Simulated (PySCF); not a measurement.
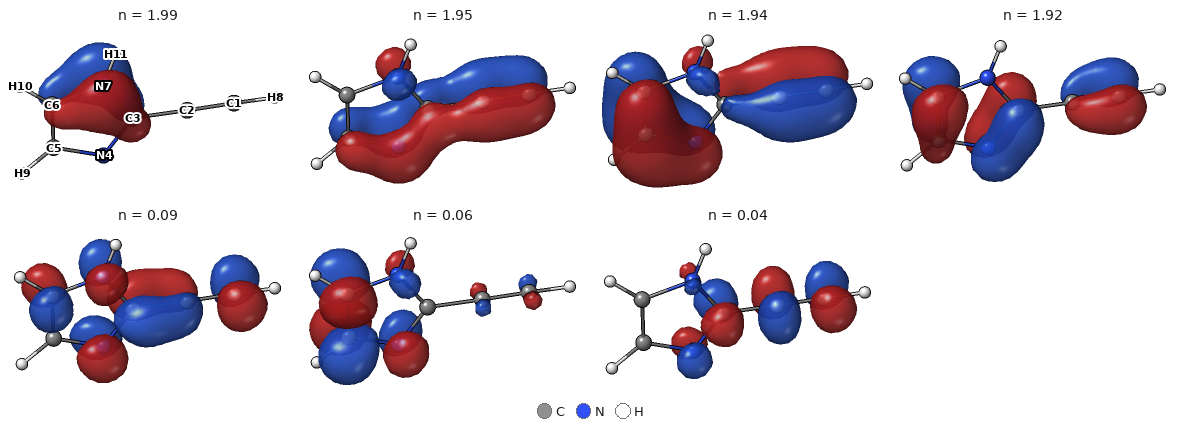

C₅H₄N₂, SMILES `C#Cc1ncc[nH]1`. Natural orbitals of the π active space, CASSCF(8,7), singlet state, in order of falling occupation. The active space holds only one of the two perpendicular π systems.

Level of theory: 6-311G** basis (PySCF), at a geometry from GFN2-xTB. No frequency check shows the geometry to be a minimum.

Input

```python
import numpy as np
from pyscf import gto, scf, dft, mcscf, mrpt
from pyscf.mcscf import avas

def solve(mol, dm0=None, hcore=None):
    mf = scf.ROHF(mol) if mol.spin else scf.RHF(mol)
    mf = mf.density_fit(auxbasis='def2-universal-jkfit')
    mf.conv_tol, mf.max_cycle = 1e-8, 80
    if hcore is not None:
        mf.get_hcore = lambda *args: hcore
    mf.kernel(dm0)
    if not mf.converged:
        mf = mf.newton().run(mf.mo_coeff, mf.mo_occ, max_cycle=30)
    assert mf.converged, 'SCF not converged'
    return mf

mol = gto.M(atom='''
C     -2.88910     0.00519     0.00000
C     -1.68897     0.05140     0.00000
C     -0.28398     0.08337     0.00000
N      0.47135     1.15795     0.00000
C      1.74876     0.71544     0.00000
C      1.78020    -0.65243     0.00000
N      0.47686    -1.05209     0.00000
H     -3.93772    -0.01694     0.00000
H      2.56767     1.40635     0.00000
H      2.59378    -1.34821     0.00000
H      0.13732    -2.00001     0.00000
''', basis='6-311g**', charge=0, spin=0, verbose=4)
mf = solve(mol)
ncas, nel, orbs = avas.avas(mf, ['C 2pz', 'N 2pz'], threshold=0.5, openshell_option=3)
print('active space', nel, ncas)
assert 2 <= ncas <= 10, 'active space too large or empty'
mc = mcscf.CASSCF(mf, ncas, nel)
mc.natorb, mc.max_cycle_macro = True, 60
mc.fix_spin_(ss=mol.spin / 2 * (mol.spin / 2 + 1))
mc.kernel(orbs)
occ = mc.mo_occ[mc.ncore:mc.ncore + ncas]
print('natural occupations', occ.round(4))
e2 = mrpt.NEVPT(mc).kernel()
out = dict(c=mc.mo_coeff[:, mc.ncore:mc.ncore + ncas], occ=occ, e=mc.e_tot, e2=e2, ehf=mf.e_tot, ok=mc.converged, nel=nel, w0=abs(mc.ci).max() ** 2, dm=mc.make_rdm1())
# the other spin state at the same geometry
other = mol.copy().set(spin=2).build()
mo = scf.ROHF(other).density_fit(auxbasis='def2-universal-jkfit').run()
na = (nel + other.spin) // 2
m2 = mcscf.CASSCF(mo, ncas, (na, nel - na))
m2.natorb = True
m2.fix_spin_(ss=other.spin / 2 * (other.spin / 2 + 1))
m2.kernel(mc.mo_coeff)
e2o = mrpt.NEVPT(m2).kernel()
print('other state above this one / eV: CASSCF', (m2.e_tot - mc.e_tot) * 27.211386, 'NEVPT2', (m2.e_tot + e2o - mc.e_tot - e2) * 27.211386)
np.savez('result.npz', eo=m2.e_tot, e2o=e2o, oko=m2.converged, occo=m2.mo_occ[mc.ncore:mc.ncore + ncas], co=m2.mo_coeff[:, mc.ncore:mc.ncore + ncas], **out)
```

Run with:

```sh
OMP_NUM_THREADS=1 python input.py
```

The run took 110 s on 1 thread of Arm Neoverse V2, with other jobs on the host, peak memory 0.45 GiB.

### How multiconfigurational is the state?

The leading determinant weighs 0.90; the effective number of unpaired electrons, Σ n²(2−n)², is 0.10; the most occupied of the weakly occupied orbitals holds 0.09 e, as in an ordinary closed-shell π system. The active space lowers the energy by 2.10 eV against Hartree–Fock.

### Where does the lowest triplet lie relative to the singlet, at this geometry and within this active space?

4.34 eV above it by strongly contracted NEVPT2 (+3.98 eV by CASSCF); a small basis tends to put such gaps a few tenths of an eV too high. This is a vertical energy for π states alone; a state that uses lone pairs or σ orbitals may lie lower.
